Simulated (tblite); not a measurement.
## C$_{5}$H$_{10}$BFGe: frequency calculation

System: C$_{5}$H$_{10}$BFGe, SMILES FBCCC=C=[CH][GeH3].
Method: GFN2-xTB harmonic vibrations, gas phase (tblite 0.8.0).

It belongs to a series of runs on one base structure; here: C replaced by Ge.

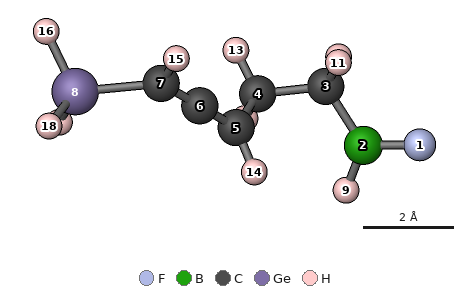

**Figure 1.** The structure as given in the input (ball-and-stick view, seen at a tilt; atoms are numbered from 1 in the order of the input). Sticks mark near contacts. Bond lengths as drawn: B–C 1.58 Å, B–F 1.32 Å, B–H 1.18 Å, C–C 1.30 to 1.54 Å, C–Ge 1.95 Å, C–H 1.08 to 1.10 Å and Ge–H 1.49 to 1.50 Å.

## Summary

| quantity | value |
| --- | --- |
| outcome | converged |
| total energy | −643.7644 eV |
| zero-point energy | 79.8630 kcal/mol |
| hardware | 1 CPU thread, shared host |
| wall time | 1.1 s |
| peak memory | 0.18 GiB |

## Input
```
{"job": {"kind": "ir", "xc": "GFN2-xTB", "basis": "xTB"}, "charge": 0, "multiplicity": 1}
F     -4.273482     1.230505     0.367569
B     -3.349331     0.528977    -0.255609
C     -2.365954    -0.354260     0.606104
C     -1.071166    -0.796300    -0.090781
C     -0.179608     0.382784    -0.366601
C      1.011405     0.519430     0.128800
C      2.221527     0.588859     0.592660
Ge     3.782882    -0.109200    -0.335995
H     -3.361132     0.589792    -1.429363
H     -2.920130    -1.253205     0.900346
H     -2.114477     0.148101     1.544003
H     -1.319761    -1.278971    -1.039631
H     -0.533450    -1.516110     0.529624
H     -0.606089     1.156296    -0.991903
H      2.404866     1.064203     1.549780
H      4.531261    -1.053486     0.554055
H      3.400331    -0.832646    -1.583310
H      4.733550     0.991549    -0.691406
```

The first line tells a small driver script what to run in tblite; the rest is the geometry in Å.

Launch command:
```bash
OMP_NUM_THREADS=1 python <driver script> task.json out
```

## Output
```
mode    cm-1     km/mol
  1      25.1      0.39
  2      34.3      1.09
  3      63.9      0.19
  4      69.1      0.11
  5      97.9      0.69
  6     133.0      1.06
  7     184.0      0.72
  8     250.7      1.10
  9     325.1      4.23
 10     368.8     10.94
 11     441.2      2.95
 12     463.9     30.13
 13     505.3     56.83
 14     537.9     46.61
 15     544.7      4.90
 16     636.7     50.02
 17     672.4     72.26
 18     772.8    542.83
 19     818.9     91.04
 20     841.3    101.32
 21     853.0     45.30
 22     861.6     27.56
 23     865.8    156.30
 24     949.0     15.94
 25    1010.2      2.77
 26    1049.0     44.00
 27    1078.1      8.21
 28    1102.7     23.31
 29    1124.6      1.54
 30    1152.2      8.02
 31    1204.2      4.88
 32    1248.3    207.18
 33    1305.0     16.01
 34    1332.3    194.71
 35    1393.7     28.38
 36    1446.3     13.93
 37    1476.7      1.57
 38    1974.4    182.75
 39    2045.9    484.27
 40    2058.3    276.14
 41    2084.5    409.67
 42    2601.6    124.97
 43    2928.0     28.71
 44    2954.9     34.89
 45    2976.8     36.52
 46    2981.8     28.41
 47    2983.1     35.04
 48    3036.4     29.97
```

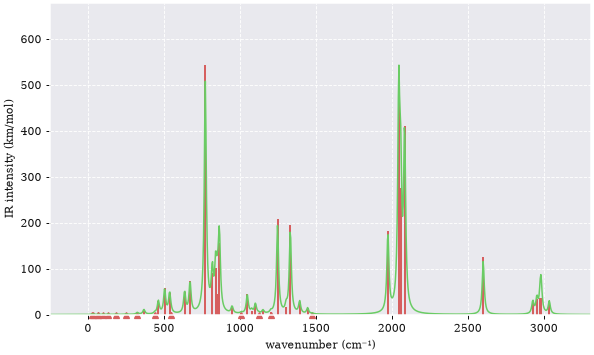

**Figure 2.** Harmonic infrared spectrum, unscaled: sticks (degenerate modes added up, dark ones marked on the axis) with a Lorentzian envelope of 16 cm⁻¹ full width, scaled to the tallest stick. 48 modes from 25 to 3036 cm⁻¹, none imaginary. The strongest line is at 773 cm⁻¹ (543 km/mol).
